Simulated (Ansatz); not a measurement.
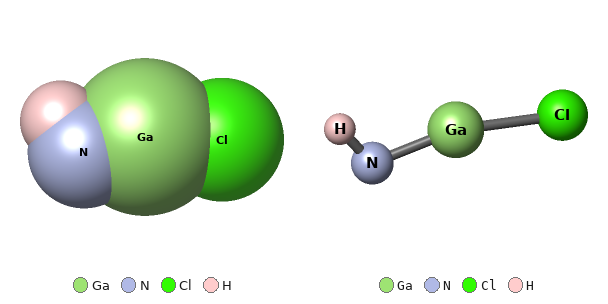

The same structure drawn twice, from different directions.

The computed structure is the end point of a PBE0-D4/def2-TZVP optimisation.

Identify the structure.

Formula ClGaHN. All atoms lie on one plane. Coordination, clear cases only: 1 N bent.

The parts below concern this one geometry. Atoms keep their numbers from picture to picture.

### Geometry

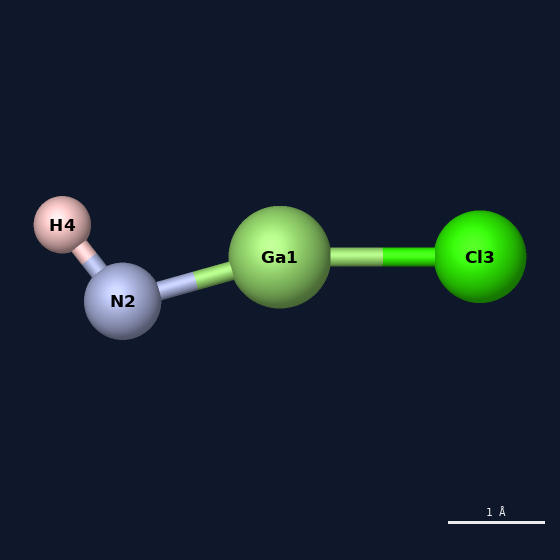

Numbered structure.

Give these bond angles: N2–Ga1–Cl3, Ga1–N2–H4.

```json
{"angle": "N2–Ga1–Cl3", "degrees": "164.4"}
{"angle": "Ga1–N2–H4", "degrees": "112.2"}
```

### Dipole moment

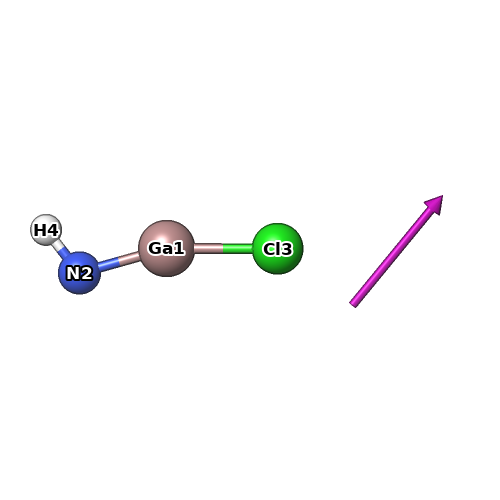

The arrow beside the molecule shows the direction of the dipole moment, from the negative to the positive end (its length means nothing). Properties computed with RKS PBE0-D4/def2-TZVP (Ansatz 0.2.0).

Question: How large is the dipole moment?

Answer: 2.26 D; it points from the side of N2 to the side of Cl3 (the outermost atoms at the two ends).

### Electronic properties

Method: RKS PBE0-D4/def2-TZVPP (Ansatz 0.2.0).

Question: Estimate the HOMO energy (Kohn–Sham orbital).

Answer: −6.93 eV.

Question: What is the LUMO energy (Kohn–Sham orbital)?

Answer: −2.19 eV.

### Thermal motion

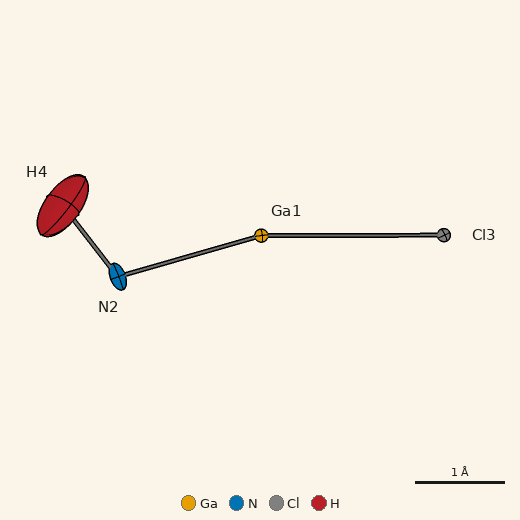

Displacement ellipsoids at the 50 % level, enlarged 1.5 times, from the internal vibrations of the free molecule (harmonic, no overall translation or rotation; no half-axis is drawn under 0.075 Å). Vibrations computed with RKS PBE0-D4/def2-TZVP (Ansatz 0.2.0). Temperature: 100 K.

List U_eq and the three principal root-mean-square amplitudes for each kind of atom.

| atom | U_eq (Å²) | rms amplitudes (Å) |
| --- | --- | --- |
| Ga1 | 0.00037 | 0.013, 0.013, 0.028 |
| N2 | 0.0021 | 0.014, 0.037, 0.069 |
| Cl3 | 0.00053 | 0.012, 0.025, 0.029 |
| H4 | 0.0348 | 0.085, 0.176, 0.257 |

### Charges

The questions are on Mulliken charges. Properties computed with RKS PBE0-D4/def2-TZVP (Ansatz 0.2.0).

Question: Which atom carries the highest charge (most positive or least negative)?

Answer: Ga1 (0.47 e).

Question: And the lowest?

Answer: N2 (−0.52 e).

List the Mulliken charges.

```csv
atom,value (e)
Ga1,0.47
N2,−0.52
Cl3,−0.18
H4,0.23
```

Mulliken values depend strongly on the basis set and can even reverse the polarity of a bond.
